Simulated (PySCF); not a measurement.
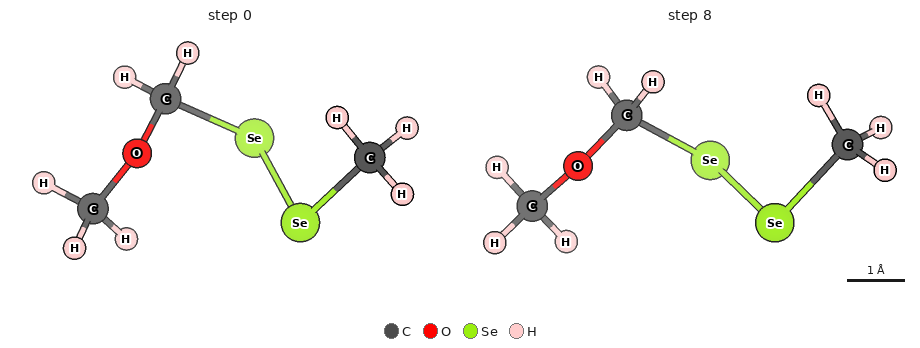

The structure of C$_{3}$H$_{8}$OSe$_{2}$ before (left) and after (right) a relaxation, at one scale.

The picture is a ball-and-stick view, seen at a tilt.

The start comes from GFN2-xTB.

Theory: PySCF 2.14.0, density-fitted response routines, PBE0-D3(BJ)/def2-SVP geometry optimisation, gas phase. 

Describe what moved and what it gained.

Answer. After 8 geometry steps the energy has fallen by 8.63 kJ/mol. Largest force component: 0.72 eV/Å at the start, 0.019 eV/Å at the end. The largest move after the best rigid fit is that of an H atom, 0.82 Å. Largest moves by element: H 0.82 Å, Se 0.52 Å, C 0.44 Å, O 0.41 Å. Among the contacts that change: C–Se 2.044 → 1.991 Å, Se–Se 2.281 → 2.317 Å, C–Se 1.967 → 1.950 Å, C–O 1.410 → 1.399 Å. Bond angles that change, for instance: O–C–Se 111.7° → 115.5°, Se–C–H 105.4° → 103.0°. Groups turn about C–Se by about 30°. The run took roughly 2 core-minutes on a shared host.
